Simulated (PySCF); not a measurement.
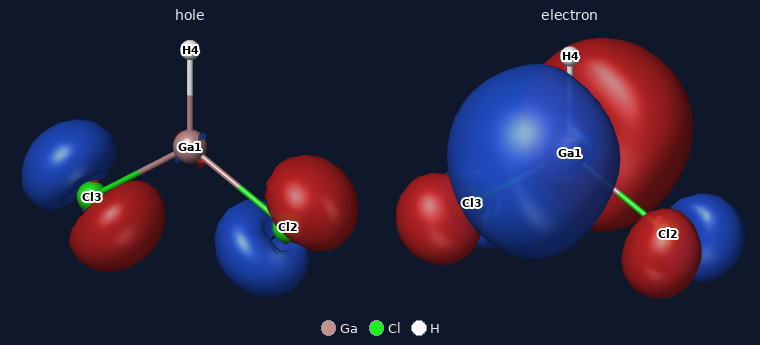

*Cl$_{2}$GaH. Leading natural transition orbital pair of S₂ (TDA singlet states); the surfaces enclose about 70 % of each orbital's density.*

Level of theory: LC-wPBE/aug-cc-pVDZ (PySCF), at a geometry from GFN2-xTB. No frequency check shows the geometry to be a minimum. GFN2-xTB bond lengths at metals and heavier atoms can be off by up to 0.1 Å and shapes distorted, which carries into these values.

Geometry (Å), atoms numbered from 1:

```
Ga1      0.0000   -0.5188    0.0000
Cl2     -1.7965    0.5339    0.0000
Cl3      1.7965    0.5339    0.0000
H4      -0.0000   -2.0720    0.0000
```

**Give its energy, strength and character.**

7.03 eV (176 nm), f = 0.000 (dark), n → empty p orbital of Ga1; the leading pair carries 99 %; hole on Cl2 and Cl3 (47 % each) and Ga1 (6 %), electron on Ga1 (68 %), Cl2 and Cl3 (13 % each) and H4 (6 %); their centroids lie 0.9 Å apart. In canonical orbitals it is mainly HOMO−1 → LUMO (81 %). The HOMO–LUMO gap is 12.16 eV.
